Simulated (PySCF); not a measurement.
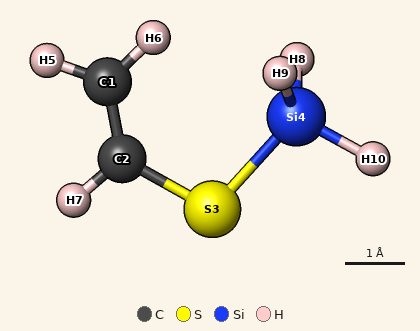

The structure as given in the input (ball-and-stick view, seen on its broad side; atoms are numbered from 1 in the order of the input). Bond lengths as drawn: C–C 1.34 Å, C–H 1.09 to 1.10 Å, C–S 1.76 Å, H–Si 1.49 Å and S–Si 2.15 Å.

# Two runs on C2H6SSi

System: C2H6SSi, SMILES C=CS[SiH3].
Method of run A: GIAO HF/pcSseg-2 NMR shielding, non-relativistic, gas phase (PySCF 2.14.0).

The geometry comes from this level: PBE0-D3(BJ)/def2-SVP. Text and figures count atoms from 1; the logs count them from 0 in places.

**The input, run A**
```
{"job": {"kind": "nmr", "xc": "HF", "basis": "pcSseg-2", "pop": false}, "charge": 0, "multiplicity": 1}
C      1.525635    -0.553566    -0.098049
C      1.229323     0.711410    -0.407635
S     -0.327685     1.534079    -0.391304
Si    -1.686412     0.008284     0.278112
H      2.559552    -0.899795    -0.164890
H      0.780574    -1.285732     0.225744
H      2.021265     1.397899    -0.726462
H     -1.717673    -1.150108    -0.663342
H     -1.325781    -0.482878     1.641024
H     -3.007229     0.696081     0.301237
```

The first line tells a small driver script what to run in PySCF; the rest is the geometry in Å.

Launched with:
```bash
OMP_NUM_THREADS=1 python <driver script> task.json out
```

Hardware: 1 CPU thread, shared host.

**Output (run A)**
```
final grid: 78320 points
cycle   1  E = -765.6769907012  dE =  3.129e-01  |g| = 3.791e-01  |ddm| = 2.233e+00
cycle   2  E = -765.7293680120  dE = -5.238e-02  |g| = 1.539e-01  |ddm| = 4.428e-01
cycle   3  E = -765.7361255991  dE = -6.758e-03  |g| = 5.582e-02  |ddm| = 1.977e-01
cycle   4  E = -765.7374369748  dE = -1.311e-03  |g| = 1.402e-02  |ddm| = 7.306e-02
cycle   5  E = -765.7375242378  dE = -8.726e-05  |g| = 4.765e-03  |ddm| = 2.154e-02
cycle   6  E = -765.7375396039  dE = -1.537e-05  |g| = 1.962e-03  |ddm| = 9.731e-03
cycle   7  E = -765.7375424558  dE = -2.852e-06  |g| = 5.242e-04  |ddm| = 4.866e-03
cycle   8  E = -765.7375426663  dE = -2.105e-07  |g| = 1.887e-04  |ddm| = 1.156e-03
cycle   9  E = -765.7375426873  dE = -2.101e-08  |g| = 4.415e-05  |ddm| = 3.818e-04
cycle  10  E = -765.7375426890  dE = -1.677e-09  |g| = 1.519e-05  |ddm| = 1.218e-04
cycle  11  E = -765.7375426892  dE = -1.871e-10  |g| = 5.221e-06  |ddm| = 3.982e-05
converged SCF energy = -765.7375426892

GIAO shielding tensors (ppm)
atom      isotropic    diamagn.    paramagn.     s11        s22        s33       span
  0 C       70.683     252.460    -181.777    -52.474     94.785    169.737    222.211
  1 C       47.238     248.101    -200.863    -83.996     60.728    164.982    248.977
  2 S      644.974    1057.333    -412.360    443.484    600.451    890.986    447.501
  3 Si     439.104     875.903    -436.799    402.235    441.926    473.152     70.917
  4 H       26.250      29.595      -3.345     23.761     24.377     30.614      6.854
  5 H       26.477      33.635      -7.158     23.870     24.249     31.314      7.443
  6 H       25.133      28.871      -3.738     21.543     25.320     28.536      6.994
  7 H       27.324      29.958      -2.633     24.292     25.211     32.469      8.178
  8 H       27.328      29.958      -2.630     24.297     25.220     32.468      8.170
  9 H       27.451      29.040      -1.589     24.195     25.244     32.914      8.719
```

The input of run B differs as follows (lines with − go, lines with + come):
```diff
-"xc": "HF"
+"xc": "B97-D"
```

How does run B compare with run A?

The total energies belong to different methods, so their difference says nothing on which is more stable or more accurate. The HOMO goes from −9.04 to −5.62 eV. The LUMO goes from 2.71 to −1.12 eV. The dipole moment goes from 1.20 to 0.89 D. Of all shieldings, the largest change is that of S3, by −95.0 ppm. The method changes from HF to B97-D. Exact exchange removes part of the self-interaction error of semilocal functionals, which pushes filled and empty levels apart. The SCF takes 15 iterations against 11.

**Output (run B)**
```
coarse grid: 9144 points
cycle   1  E = -767.4575359034  dE =  1.107e-01  |g| = 3.832e-01  |ddm| = 2.303e+00
cycle   2  E = -767.4107578858  dE =  4.678e-02  |g| = 5.484e-01  |ddm| = 8.094e-01
cycle   3  E = -767.4951281785  dE = -8.437e-02  |g| = 1.003e-01  |ddm| = 5.684e-01
cycle   4  E = -767.4977716855  dE = -2.644e-03  |g| = 5.158e-02  |ddm| = 1.606e-01
cycle   5  E = -767.4984682150  dE = -6.965e-04  |g| = 2.082e-02  |ddm| = 6.179e-02
cycle   6  E = -767.4985827575  dE = -1.145e-04  |g| = 5.664e-03  |ddm| = 2.023e-02
cycle   7  E = -767.4985905516  dE = -7.794e-06  |g| = 1.615e-03  |ddm| = 5.452e-03
final grid: 78320 points
cycle   8  E = -767.5063317567  dE = -8.374e-05  |g| = 1.160e-02  |ddm| = 5.029e-02
cycle   9  E = -767.5062854447  dE =  4.631e-05  |g| = 1.603e-02  |ddm| = 2.250e-02
cycle  10  E = -767.5063470303  dE = -6.159e-05  |g| = 3.905e-03  |ddm| = 1.909e-02
cycle  11  E = -767.5063511001  dE = -4.070e-06  |g| = 1.615e-03  |ddm| = 4.926e-03
cycle  12  E = -767.5063518085  dE = -7.084e-07  |g| = 3.178e-04  |ddm| = 1.157e-03
cycle  13  E = -767.5063518345  dE = -2.605e-08  |g| = 8.361e-05  |ddm| = 3.820e-04
cycle  14  E = -767.5063518364  dE = -1.830e-09  |g| = 2.305e-05  |ddm| = 1.164e-04
cycle  15  E = -767.5063518365  dE = -1.669e-10  |g| = 2.636e-06  |ddm| = 3.469e-05
converged SCF energy = -767.5063518365

GIAO shielding tensors (ppm)
atom      isotropic    diamagn.    paramagn.     s11        s22        s33       span
  0 C       64.865     254.191    -189.326    -35.097     74.717    154.976    190.073
  1 C       40.180     251.806    -211.626    -66.435     43.626    143.348    209.783
  2 S      549.987    1059.430    -509.443    350.658    507.815    791.487    440.829
  3 Si     400.426     880.311    -479.885    351.836    401.223    448.220     96.384
  4 H       26.038      29.768      -3.730     23.817     24.755     29.541      5.724
  5 H       26.283      33.334      -7.051     23.706     24.684     30.458      6.753
  6 H       24.797      28.722      -3.925     21.640     24.411     28.342      6.702
  7 H       26.757      29.908      -3.152     23.850     24.586     31.834      7.984
  8 H       26.765      29.914      -3.150     23.852     24.608     31.835      7.983
  9 H       26.973      28.961      -1.988     24.119     24.941     31.859      7.740
```

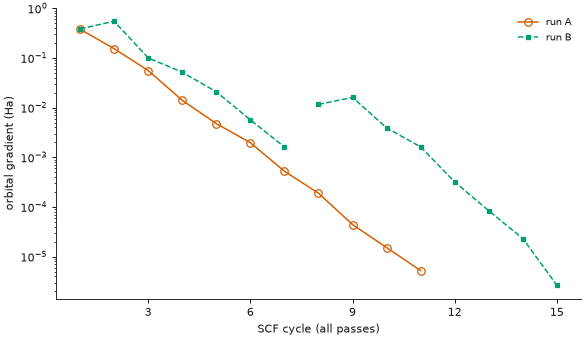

Convergence of the two runs: orbital gradient against the SCF cycle. A break in a curve parts two SCF passes (coarse and final grid). Run A takes 11 cycles in all, and run B takes 15.

**The two runs side by side**

| quantity | run A | run B |
| --- | --- | --- |
| outcome | converged | converged |
| total energy (hartree) | −765.737543 | −767.506352 |
| HOMO (eV) | −9.04 | −5.62 |
| LUMO (eV) | 2.71 | −1.12 |
| dipole moment (D) | 1.20 | 0.89 |
| shielding of C1 (ppm) | 70.7 | 64.9 |
| shielding of C2 (ppm) | 47.2 | 40.2 |
| shielding of S3 (ppm) | 645.0 | 550.0 |
| shielding of Si4 (ppm) | 439.1 | 400.4 |
| shielding of H8 (ppm) | 27.3 | 26.8 |
| shielding of H9 (ppm) | 27.3 | 26.8 |
| shielding of H10 (ppm) | 27.5 | 27.0 |
| SCF iterations | 11 | 15 |
| basis functions | 242 | 242 |
| wall time (shared host) | 19 s | 33 s |
